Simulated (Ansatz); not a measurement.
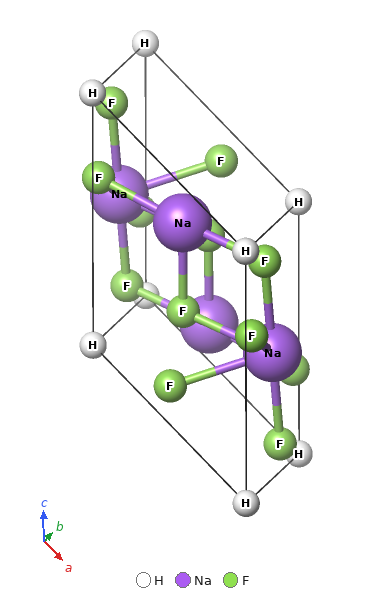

An orthographic ball-and-stick view of the structure, slightly off an axis. Atoms at the boundary of the cell (the run's own, in a reduced setting) (the box) are drawn once for each face, edge or corner they touch.

Theory: Ansatz, DFT, PAW plane waves, r2SCAN. Numerical settings: an energy cutoff of 500 eV, k-points about 0.27 Å⁻¹ apart, cold smearing of 0.018 eV, no spin polarisation.

**Predict the Bader charges.**

Na +0.91 e; H +0.69 e; F -0.43 e.

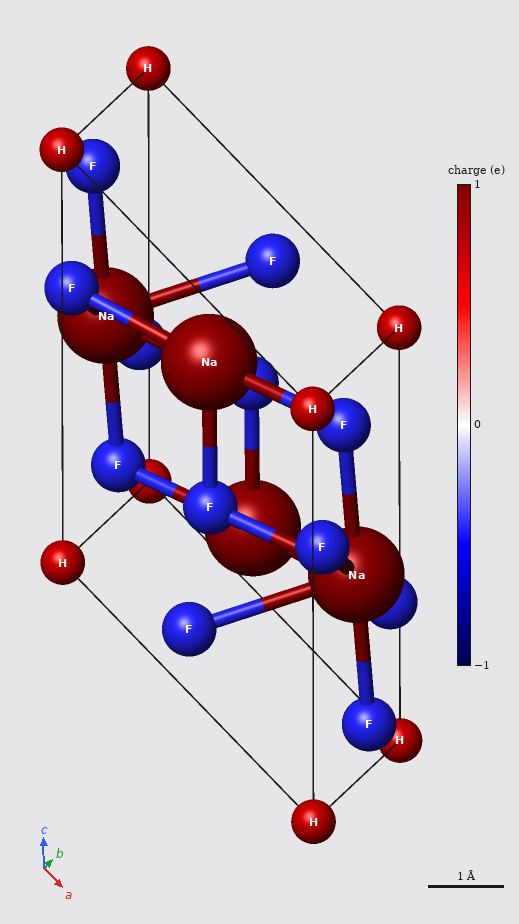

The atoms coloured by those charges.

The structure comes from a generated cell, made by putting these elements into a known structure type (the compound may or may not exist in this form). The picture shows the end point of a geometry optimisation with Ansatz 0.2.0, DFT, PAW plane waves, r2SCAN.
